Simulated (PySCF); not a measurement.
SMILES F[C](F)(F)[SnH2][C](F)(F)F, singlet at its B3LYP/def2-SVP optimised geometry (Å):

```
11

Sn     0.1663    -1.4000     0.0000
C     -0.5369     0.7026     0.0000
F     -0.1449     1.3243     1.1302
F     -1.8773     0.7897    -0.0614
F     -0.0385     1.4000    -1.0359
C     -0.5434    -2.3750    -1.8597
F     -1.8850    -2.4521    -1.9051
F     -0.1384    -1.7163    -2.9598
F     -0.0650    -3.6321    -1.9439
H     -0.5254    -2.2092     1.3394
H      1.8773    -1.4000     0.0000
```

Method: B3LYP/def2-TZVP, def2 effective core potentials past Kr (PySCF 2.14.0). The core electrons that the potentials of Sn replace are not part of the density. Cells within 0.4 Å of a nucleus heavier than hydrogen are left out (blank, or x).

Map of the deformation density (molecule minus spherical neutral atoms) (e/bohr³) on the plane z = 0.0 Å:

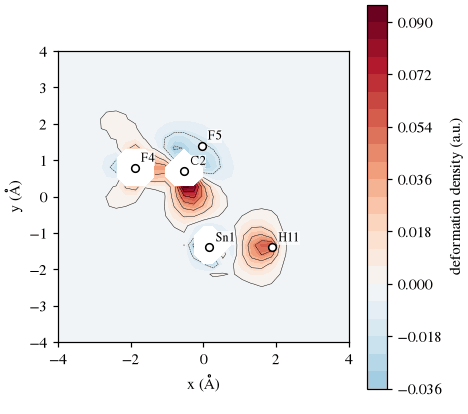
Fig. 1. Deformation density (molecule minus spherical neutral atoms) (e/bohr³) on the plane z = 0.0 Å.
